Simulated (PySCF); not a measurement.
SMILES Cl[Si](Cl)([SiH2]C)Cl (CH5Cl3Si2) at its CAM-B3LYP/def2-SVP optimised geometry (Å):

```
11

Si    -1.2024    -1.6891     1.9938
Cl    -0.5494    -3.6456     2.0771
Cl    -3.2647    -1.7103     2.0810
Cl    -0.4971    -0.7022     3.6574
Si    -0.5013    -0.7036     0.0000
C     -1.2023    -1.6876    -1.4362
H     -0.9876     0.7036     0.0000
H      0.9876    -0.7036     0.0000
H     -0.8930    -1.2531    -2.3983
H     -2.3016    -1.6956    -1.3974
H     -0.8505    -2.7290    -1.3976
```

Method: CAM-B3LYP/def2-TZVP (PySCF).

Map of the electrostatic potential (hartree/e), clipped to [-0.08, 0.12] on the plane z = 1.2 Å:

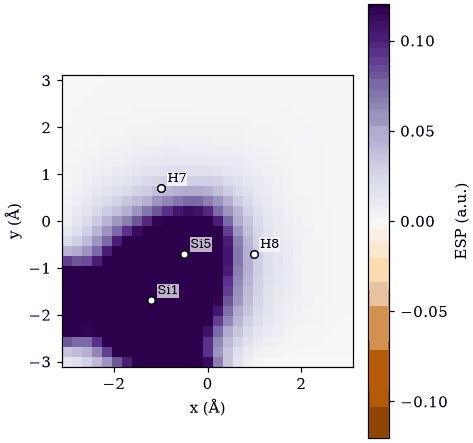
Figure: Electrostatic potential (hartree/e), clipped to [-0.08, 0.12] on the plane z = 1.2 Å.
